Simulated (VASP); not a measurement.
Energy against volume of CaO (rock salt). These are PBEsol GGA, VASP's PBE PAW potentials (set 64) (plane waves; VASP) values and carry that method's errors.

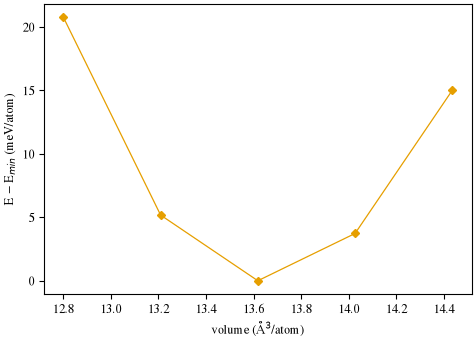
Figure: Energy against volume

Task: Estimate the equilibrium volume and the bulk modulus.

Result: The minimum lies near 13.6 Å³/atom, and the curvature gives B0 of about 120 GPa.

Measured: a 4.781 Å at 0 K (computed value off by -0.0 %), as given by Wei Chen et al., Physical Review Materials (2018), doi:10.1103/physrevmaterials.2.073803 [zero-point anharmonic expansion removed].

The compound is CaO in the rock salt structure. It was relaxed first.
